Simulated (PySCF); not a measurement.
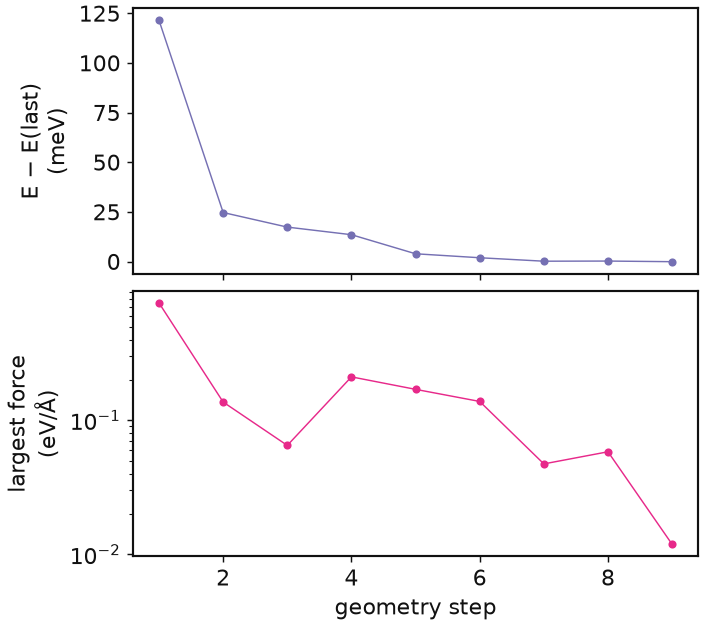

History of a geometry optimisation.

System: C10H13B (SMILES C=CC1=C(CC)C=CC=CB1).
Method: PBE0-D3(BJ)/def2-SVP, geometry optimisation in PySCF.

How did the optimisation end?

The optimisation met its thresholds at geometry 9, counting the start as the first. The energy fell by about 120 meV from the first step to the last. The largest force goes from about 0.75 eV/Å at the start to 0.012 eV/Å at the end.
